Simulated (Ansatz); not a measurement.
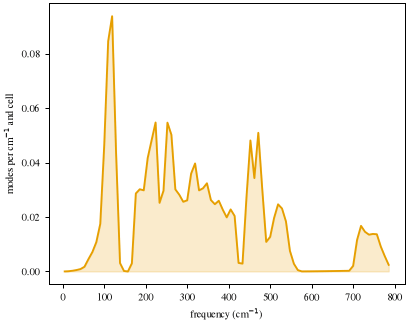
Figure. Phonon density of states of BaTiO$_{3}$ in space group R3m (No. 160); finite displacements on a 3×3×3 mesh, Ansatz (a program for electronic structure), LDA functional, plane-wave PAW, k mesh 6×6×6

The cell is a database entry relaxed within its symmetry; it need not be the phase found at ambient conditions. Dynamical quadrupoles are not included in the interpolation of the phonons between the solved wave vectors.

Question: Where is the tallest peak, and is there a gap in the spectrum?

Answer: The tallest peak lies near 120 cm⁻¹. No clear gap shows at this resolution.

The PAW data sets were generated under PBE and serve the other functionals too.
